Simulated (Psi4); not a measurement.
# One shape, several levels: [HS2O2]− (SMILES O=[SH](=O)[S-])

Wanted: a comparison of 3 runs (HF/STO-3G, HF/def2-SVP, CAM-B3LYP/6-311+G**) of [HS2O2]−. 

The results are computed with Psi4 1.11.

6 further runs of the same task are left out: 1 that didn't finish, 5 set aside as unsound or not needed.

## (1) Starting point

[HS2O2]− has 5 atoms, charge -1, and is taken as a singlet. As SMILES, `O=[SH](=O)[S-]`. Geometry: relaxed at GFN2-xTB.

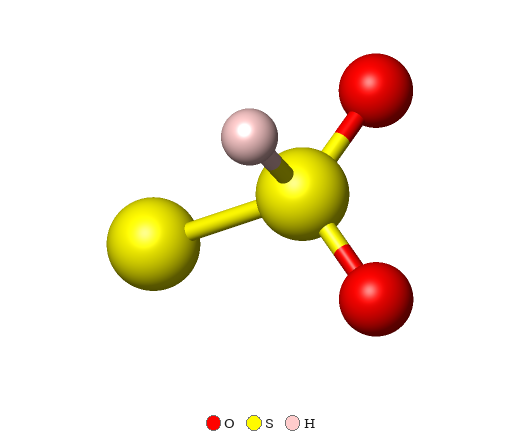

Viewed from a chosen angle; oxygen red, sulfur yellow, hydrogen pink.

## (2) The energy at HF/STO-3G (run 1)

Input file calc.dat:

```
memory 1600 MB

molecule {
  -1 1
  O
  S 1 R2
  O 2 R3 1 A3
  S 2 R4 3 A4 1 D4
  H 2 R5 3 A5 1 D5

  R2 = 1.454489
  R3 = 1.454372
  A3 = 115.65044
  R4 = 1.95236
  A4 = 114.72136
  D4 = -137.08353
  R5 = 1.44491
  A5 = 102.70625
  D5 = 110.97177
  units angstrom
  symmetry c1
}

set basis STO-3G
set reference rhf
set puream true
set e_convergence 1e-09
set d_convergence 1e-08
set scf_type pk

E, wfn = energy("hf", return_wfn=True)
oeprop(wfn, "QUADRUPOLE", "DIPOLE", "MAYER_INDICES")
print_variables()
```

The run is started by

```sh
$ psi4 -i calc.dat -o calc.out -n 1
```

calc.out:

```text
[...]
  Running in c1 symmetry.
[...]
  Nuclear repulsion =  236.041804747401329
[...]
  Multiplicity = 1
[...]
  Nalpha       = 25
  Nbeta        = 25
[...]
    Number of basis functions: 29
[...]
   @RHF iter   1:  -933.74504496745408   -6.44142e-01   2.17764e-02 ADIIS/DIIS
[...]
   @RHF iter  12:  -934.08406229519539   -1.02318e-12   7.00301e-09 DIIS
[...]
    Orbital Energies [Eh]
    ---------------------
    Doubly Occupied:
       1A    -90.908908     2A    -90.260865     3A    -19.785070
       4A    -19.784962     5A     -8.766770     6A     -8.210424
       7A     -6.401426     8A     -6.400271     9A     -6.398274
      10A     -5.843775    11A     -5.836700    12A     -5.836462
      13A     -1.113555    14A     -0.965702    15A     -0.685798
      16A     -0.495711    17A     -0.343910    18A     -0.266575
      19A     -0.242359    20A     -0.060096    21A     -0.044790
      22A     -0.035099    23A     -0.005390    24A      0.030771
      25A      0.033589
[...]
  @RHF Final Energy:  -934.08406229519539
   => Energetics <=
    Nuclear Repulsion Energy =            236.0418047474013292
    One-Electron Energy =               -1782.9946717186639944
    Two-Electron Energy =                 612.8688046760672705
    Total Energy =                       -934.0840622951953947
[...]
 Multipole Moments:
 ------------------------------------------------------------------------------------
     Multipole            Electronic (a.u.)      Nuclear  (a.u.)        Total (a.u.)
 ------------------------------------------------------------------------------------
 L = 1.  Multiply by 2.5417464519 to convert [e a0] to [Debye]
 Dipole X            :          1.1691703           -1.5865189           -0.4173486
 Dipole Y            :         -0.0166633            0.2841924            0.2675291
 Dipole Z            :         -0.0100318            0.1782283            0.1681965
 Magnitude           :                                                    0.5234899
 L = 2.  Multiply by 1.3450342976 to convert [e a0^2] to [Debye ang]
 Quadrupole XX       :        -92.3233016           65.9316818          -26.3916199
 Quadrupole XY       :        -75.9296926           73.0368695           -2.8928231
[...]
```

Run time: 3.3 s. Hardware: 1 thread of Intel Xeon Platinum 8259CL at 2.50GHz (Skylake/Cascade Lake), shared host; peak memory 0.18 GiB.

## (3) Energy and gradient at HF/def2-SVP (run 2)

Input file input.json:

```json
{
  "schema_name": "qcschema_input",
  "schema_version": 1,
  "molecule": {
    "schema_name": "qcschema_molecule",
    "schema_version": 2,
    "symbols": ["O", "S", "O", "S", "H"],
    "geometry": [0.30507739, -1.97899679, 2.05874323, 0.09720751, -0.19961177, -0.02579476, 1.60084369, -0.79081259, -2.24909534, -3.33636816, 0.94314341, -0.7444954, 1.33323958, 2.02629663, 0.96066117],
    "molecular_charge": -1,
    "molecular_multiplicity": 1,
    "fix_symmetry": "c1",
    "fix_com": true,
    "fix_orientation": true
  },
  "driver": "gradient",
  "model": {
    "method": "scf",
    "basis": "def2-SVP"
  },
  "keywords": {
    "puream": true,
    "e_convergence": 1e-09,
    "d_convergence": 1e-08,
    "scf_type": "pk",
    "scf_properties": ["LOWDIN_CHARGES", "MULLIKEN_CHARGES", "DIPOLE"]
  }
}
```

The run is started by

```sh
$ psi4 --qcschema input.json -n 1 --memory 1600MB
```

stdout:

```text
[...]
  Running in c1 symmetry.
[...]
  Nuclear repulsion =  236.041841211933274
[...]
  Multiplicity = 1
[...]
  Nalpha       = 25
  Nbeta        = 25
[...]
    Number of basis functions: 69
[...]
   @RHF iter   1:  -944.72040588926041    1.86460e-01   1.01669e-02 DIIS/ADIIS
[...]
   @RHF iter  13:  -944.93355072017857   -2.16005e-12   5.49469e-09 DIIS
[...]
  @RHF Final Energy:  -944.93355072017857
   => Energetics <=
    Nuclear Repulsion Energy =            236.0418412119332743
    One-Electron Energy =               -1786.3793354202550745
    Two-Electron Energy =                 605.4039434881433408
    Total Energy =                       -944.9335507201785731
[...]
 Multipole Moments:
 ------------------------------------------------------------------------------------
     Multipole            Electronic (a.u.)      Nuclear  (a.u.)        Total (a.u.)
 ------------------------------------------------------------------------------------
 L = 1.  Multiply by 2.5417464519 to convert [e a0] to [Debye]
 Dipole X            :         36.1719945          -35.2459622            0.9260323
 Dipole Y            :          9.1308492           -8.2356722            0.8951771
 Dipole Z            :         13.4124680          -12.8867983            0.5256698
 Magnitude           :                                                    1.3911170
[...]
  Mulliken Charges: (a.u.)
   Center  Symbol    Alpha    Beta     Spin     Total
       1     O     4.36699  4.36699  0.00000 -0.73397
       2     S     7.44158  7.44158  0.00000  1.11683
       3     O     4.36693  4.36693  0.00000 -0.73386
       4     S     8.30064  8.30064  0.00000 -0.60128
       5     H     0.52386  0.52386  0.00000 -0.04772
   Total alpha = 25.00000, Total beta = 25.00000, Total charge = -1.00000
  Lowdin Charges: (a.u.)
   Center  Symbol    Alpha    Beta     Spin     Total
       1     O     4.34844  4.34844  0.00000 -0.69687
[...]
  -Total Gradient:
     Atom            X                  Y                   Z
    ------   -----------------  -----------------  -----------------
       1        0.004465892470    -0.000816463503     0.007609089714
       2       -0.040995712199    -0.025032397209    -0.019348022068
       3        0.007692536738     0.002269850413    -0.003442950465
       4        0.010180161990    -0.001773252186     0.002543169815
       5        0.018657120994     0.025352262485     0.012638713003
[...]
```

The result, in JSON:

```text
{
 "driver": "gradient",
 "model": {
  "method": "scf",
  "basis": "def2-SVP"
 },
 "success": true,
 "return_result": [0.004465892469680009, -0.000816463503410858, 0.007609089713917938, -0.040995712198941325, -0.025032397209407947, -0.019348022067518313, 0.007692536738358846, 0.002269850413014224, -0.0034429504654406307, 0.010180161990398728, -0.0017732521861749118, 0.002543169814939676, 0.01865712099399673, 0.02535226248508657, 0.012638713003264981],
 "properties": {
  "calcinfo_nbasis": 69,
  "calcinfo_nmo": 69,
  "calcinfo_nalpha": 25,
  "calcinfo_nbeta": 25,
  "calcinfo_natom": 5,
  "nuclear_repulsion_energy": 236.04184121193327,
  "return_energy": -944.9335507201786,
  "return_gradient": [0.004465892469680009, -0.000816463503410858, 0.007609089713917938, -0.040995712198941325, -0.025032397209407947, -0.019348022067518313, 0.007692536738358846, 0.002269850413014224, -0.0034429504654406307, 0.010180161990398728, -0.0017732521861749118, 0.002543169814939676, 0.01865712099399673, 0.02535226248508657, 0.012638713003264981],
  "scf_one_electron_energy": -1786.379335420255,
  "scf_two_electron_energy": 605.4039434881433,
  "scf_dipole_moment": [0.9260323328826701, 0.8951770545947824, 0.5256697751391712],
  "scf_total_energy": -944.9335507201786,
  "scf_total_gradient": [0.004465892469680009, -0.000816463503410858, 0.007609089713917938, -0.040995712198941325, -0.025032397209407947, -0.019348022067518313, 0.007692536738358846, 0.002269850413014224, -0.0034429504654406307, 0.010180161990398728, -0.0017732521861749118, 0.002543169814939676, 0.01865712099399673, 0.02535226248508657, 0.012638713003264981],
  "scf_iterations": 13
 }
}
```

It took 6 s on 1 thread of Intel Xeon Platinum 8259CL at 2.50GHz (Skylake/Cascade Lake), shared host; peak memory 0.23 GiB.

## (4) The energy at CAM-B3LYP/6-311+G(d,p) (run 3)

Input file calc.in:

```
memory 1.6 GB

molecule molecule1 {
  -1 1
  O      0.161440    -1.047240     1.089440
  S      0.051440    -0.105630    -0.013650
  O      0.847130    -0.418480    -1.190170
  S     -1.765530     0.499090    -0.393970
  H      0.705520     1.072270     0.508360
  symmetry c1
}

set globals {
  basis                6-311+G**
  puream               true
  e_convergence        1e-09
  d_convergence        1e-08
  scf_type             pk
  dft_radial_points    99
  dft_spherical_points 590
}

E = energy("cam-b3lyp")
print_variables()
```

The run is started by

```sh
$ psi4 calc.in calc.out -n 1
```

calc.out:

```text
[...]
  Running in c1 symmetry.
[...]
  Nuclear repulsion =  236.041840988900475
[...]
  Multiplicity = 1
[...]
  Nalpha       = 25
  Nbeta        = 25
[...]
    Number of basis functions: 110
[...]
   @RKS iter   1:  -947.10543110915160    4.24717e-01   9.60444e-03 ADIIS/DIIS
[...]
   @RKS iter  13:  -947.47892341672787   -3.86535e-12   2.29719e-09 DIIS
[...]
    Orbital Energies [Eh]
    ---------------------
    Doubly Occupied:
       1A    -88.951169     2A    -88.706248     3A    -19.006433
       4A    -19.006419     5A     -8.016770     6A     -7.797438
       7A     -5.980048     8A     -5.979636     9A     -5.979015
      10A     -5.764509    11A     -5.754228    12A     -5.753576
      13A     -1.023389    14A     -0.909625    15A     -0.672084
      16A     -0.504838    17A     -0.407190    18A     -0.350912
      19A     -0.350258    20A     -0.228971    21A     -0.223900
      22A     -0.207336    23A     -0.180583    24A     -0.132932
      25A     -0.117990
[...]
  @RKS Final Energy:  -947.47892341672787
   => Energetics <=
    Nuclear Repulsion Energy =            236.0418409889004749
    One-Electron Energy =               -1786.7517330872735783
    Two-Electron Energy =                 655.7569569324462009
    DFT Exchange-Correlation Energy =     -52.5259882508010492
    Empirical Dispersion Energy =           0.0000000000000000
    VV10 Nonlocal Energy =                  0.0000000000000000
    Total Energy =                       -947.4789234167278664
[...]
 Multipole Moments:
 ------------------------------------------------------------------------------------
     Multipole            Electronic (a.u.)      Nuclear  (a.u.)        Total (a.u.)
 ------------------------------------------------------------------------------------
 L = 1.  Multiply by 2.5417464519 to convert [e a0] to [Debye]
 Dipole X            :         -0.7534019            1.0125357            0.2591338
 Dipole Y            :         -0.4925589            1.1094694            0.6169105
 Dipole Z            :         -0.3631299            0.6110813            0.2479514
 Magnitude           :                                                    0.7135887
[...]
```

Run time: 32 s. Hardware: 1 thread of Intel Xeon Platinum 8259CL at 2.50GHz (Skylake/Cascade Lake), shared host; peak memory 0.67 GiB.

## (5) All runs side by side

```csv
run,level,task,integration grid,energy (Eh),HOMO energy (eV),LUMO energy (eV),HOMO–LUMO gap (eV),wall time
1,HF/STO-3G,energy,–,-934.084062,0.91,16.07,15.16,3.3 s
2,HF/def2-SVP,gradient,–,-944.933551,-4.27,8.59,12.85,6 s
3,CAM-B3LYP/6-311+G**,energy,99 radial × 590 angular,-947.478923,-3.21,4.32,7.53,32 s
```

## (6) What came out

```
                                                    quantity          value
                                         run 3: total energy  -947.47892 Eh
                                          run 3: HOMO energy       -3.21 eV
                                          run 3: LUMO energy        4.32 eV
run 3: HOMO–LUMO gap (to an unbound level, set by the basis)        7.53 eV
```

The HOMO–LUMO gap runs from 7.53 eV (CAM-B3LYP/6-311+G**) to 15.16 eV (HF/STO-3G). The two ends differ in method and basis. The empty levels of an anion lie above zero and hang on the basis. In run 1 the HOMO lies above zero, so the outermost electron may be held by the basis alone. In run 1 the basis is minimal, so the values are rough. All runs together took 41 s, the longest 32 s.
